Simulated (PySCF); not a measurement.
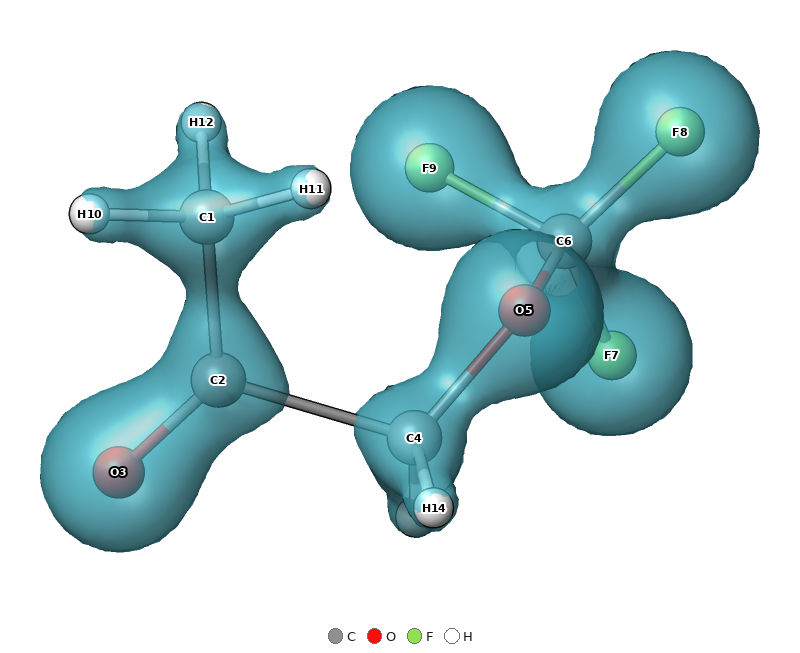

C4H5F3O2 (SMILES CC(=[O+])COC(F)(F)F) (charge +1, doublet). Isosurface of the total electron density at 1.5 e/Å³ (cyan), seen at a tilt.

Geometry: GFN2-xTB.

All numbers below come from PySCF 2.14.0, density-fitted response routines, UKS B3LYP, pcH-1 on C F H O, non-relativistic, mean-field spin-orbit, GIAO.

| atom | x (Å) | y (Å) | z (Å) |
| --- | --- | --- | --- |
| C | 1.6566 | 0.6521 | 0.3502 |
| C | 1.2572 | -0.5563 | -0.3872 |
| O | 1.7935 | -1.5733 | -0.5912 |
| C | -0.2485 | -0.3707 | -1.0515 |
| O | -1.0378 | 0.5291 | -0.4105 |
| C | -1.8414 | 0.0817 | 0.6214 |
| F | -2.5809 | -0.9423 | 0.2464 |
| F | -2.5848 | 1.0687 | 1.0239 |
| F | -1.0622 | -0.3307 | 1.6272 |
| H | 2.7481 | 0.7260 | 0.2966 |
| H | 1.1832 | 1.5642 | -0.0089 |
| H | 1.3756 | 0.5100 | 1.4019 |
| H | -0.6581 | -1.3895 | -1.0957 |
| H | -0.0011 | 0.0305 | -2.0447 |

**What does this surface tell about the bonding?**

At this value the surface falls into two separate pieces. It bridges the sampled C–O (1.17 Å), C–F (1.30 Å), C–C (1.47 Å) and C–H (1.09 Å) contacts, where the density stays above the isovalue. On the grid the lowest density along these lines, outside the cores, is 3.1 e/Å³ (C–O, 1.17 Å), 2.2 e/Å³ (C–F, 1.30 Å), 1.7 e/Å³ (C–C, 1.47 Å) and 1.9 e/Å³ (C–H, 1.09 Å).
